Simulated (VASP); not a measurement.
Band structure of K (bcc). All values below come from r2SCAN meta-GGA, VASP's PBE PAW potentials (set 64) (plane waves; VASP).

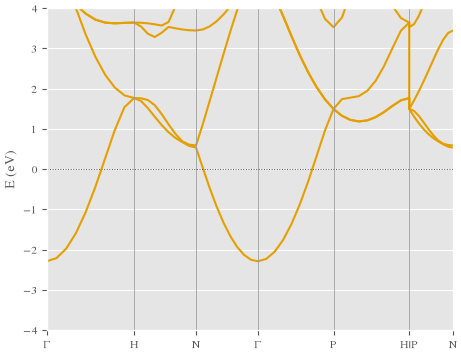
Figure. Bands along high-symmetry lines, zero at the valence-band maximum or, without a gap, the Fermi level

**Question.** Read the plot: is there a gap, and where are the band edges?

**Answer.** It has no gap at this level: it comes out as a metal or semimetal.

The compound is K in the bcc structure. It was relaxed first.
